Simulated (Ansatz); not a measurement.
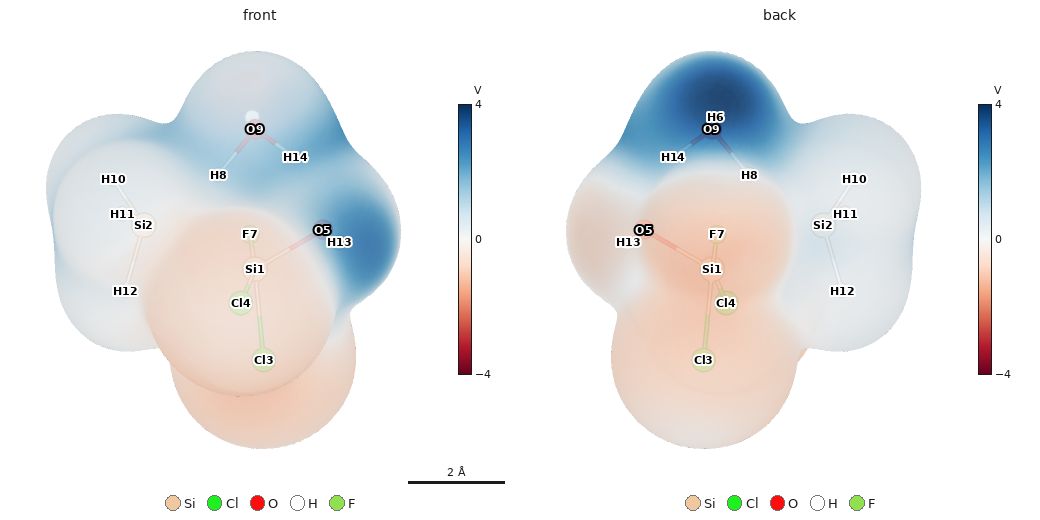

*Cl₂FHOSi···H₃Si···H₃O. The molecular electrostatic potential painted on the density surface at 0.002 e/bohr³, seen from the front and from behind; the colour scale runs from red (negative) to blue (positive).*

A transition-state structure; geometry: PBE0-D4/def2-TZVP.

Computed with Ansatz 0.2.0, RKS PBE0-D4/def2-TZVPP.

The calculation's input:

```
crystal:
  periodic: [false, false, false]
  atoms:
    - {symbol: Si, position_ang: [-0.501275, -0.433433, -0.917602]}
    - {symbol: Si, position_ang: [-0.321033, -0.723218, 1.588770]}
    - {symbol: Cl, position_ang: [-2.012709, -1.409132, -1.914417]}
    - {symbol: Cl, position_ang: [0.803409, -2.188225, -0.859139]}
    - {symbol: O, position_ang: [0.589593, 0.467273, -1.838434]}
    - {symbol: H, position_ang: [0.382604, 2.388820, 0.437742]}
    - {symbol: F, position_ang: [-1.420469, 0.896840, -0.585901]}
    - {symbol: H, position_ang: [0.500758, 0.668245, 0.621461]}
    - {symbol: O, position_ang: [1.063275, 1.710071, 0.316721]}
    - {symbol: H, position_ang: [-0.811083, 0.318794, 2.540259]}
    - {symbol: H, position_ang: [0.841279, -1.441280, 2.157054]}
    - {symbol: H, position_ang: [-1.456714, -1.654848, 1.345522]}
    - {symbol: H, position_ang: [1.272700, -0.092687, -2.221595]}
    - {symbol: H, position_ang: [1.069664, 1.492779, -0.670641]}
basis:
  gaussian: {orbitals: def2-TZVPP}
hamiltonian: {xc: pbe0, dispersion: d4}
output: {orbitals: {seedname: orbitals}}
```

Launched as:

```sh
ansatz run in.yaml --threads 4 --pin off --events-out ev --progress --plain --max-ram 66560MiB --backend cuda --devices 0, --max-vram 37GiB
```

Question: Where is the surface potential most negative and most positive?

Answer: The most negative region (about −1.1 V, or −25 kcal/mol for a unit charge) lies over F7, the most positive (about +3.8 V, or +88 kcal/mol for a unit charge) over H6.
